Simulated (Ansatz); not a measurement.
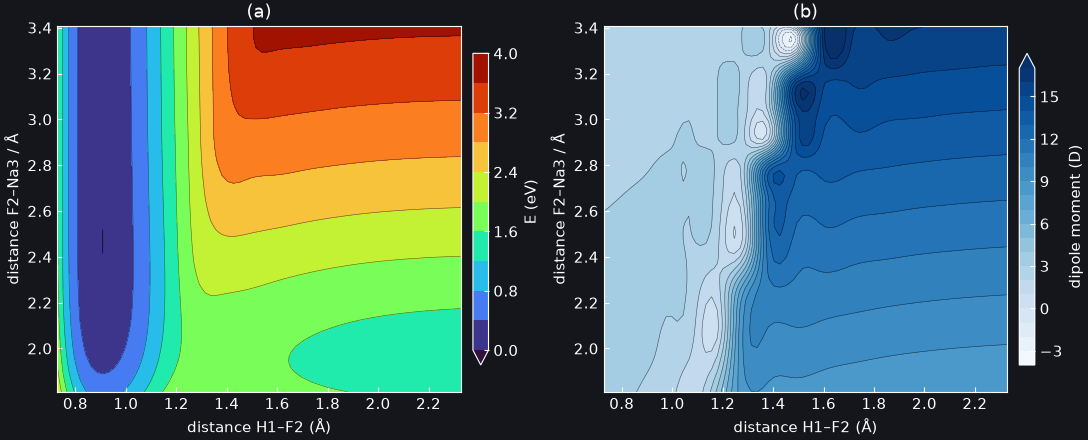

The system H + FNa, spin multiplicity 2. 
- The first coordinate is: distance H1–F2; the second: distance F2–Na3.
- Nothing is relaxed (the angle H1–F2–Na3 is fixed at 120 degrees).
- The grid has 17 × 17 points.
- Energies: eV, counted from the lowest grid point.
- All numbers below come from Ansatz, UHF/aug-cc-pVTZ.

Panel (a) is the energy and panel (b) the computed dipole moment on the same grid.

Drawn: filled contours. Between grid points the surface is interpolated.

How does the dipole moment vary over the map, and what is it at the lowest grid point?

Answer. Leaving out the highest fifth of the energies, it runs from 0.6 D at distance H1–F2 = 1.175 Å, distance F2–Na3 = 2.072 Å to 12.4 D at distance H1–F2 = 1.829 Å, distance F2–Na3 = 2.676 Å. At the lowest grid point, distance H1–F2 = 0.910 Å, distance F2–Na3 = 2.458 Å, it is 3.2 D.
